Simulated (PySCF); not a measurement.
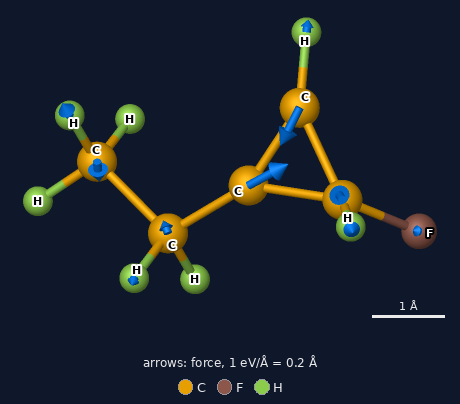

Starting geometry of C₅H₇F with the computed forces as blue arrows. Style: ball-and-stick. Shown at a tilt.

The start comes from GFN2-xTB. Its atoms were then displaced at random by about 0.01 Å.

Computed with PBE0-D3(BJ)/def2-SVP geometry optimisation, gas phase in PySCF 2.14.0, density-fitted response routines. 

**Is this structure relaxed? If not, where do the atoms go?**

It isn't relaxed: the largest force vector, on a C atom, is 3.50 eV/Å. The final displacements follow the starting forces only in part (cosine between the two patterns 0.58). Over 6 geometry steps the energy falls by 4.10 kcal/mol. The largest move after the best rigid fit is that of a C atom, 0.043 Å. By element the largest moves are C 0.043 Å, H 0.041 Å, F 0.018 Å. Among the contacts that change: C–H 1.060 → 1.101 Å, C–C 1.348 → 1.312 Å, C–C 1.499 → 1.467 Å, C–C 1.451 → 1.475 Å. Among the angles between lasting bonds that change: H–C–H 108.0° → 104.8°, C–C–C 153.4° → 150.4°, C–C–C 110.9° → 113.8°. The run took 30 s on 1 thread of Arm Neoverse V2 (shared host).
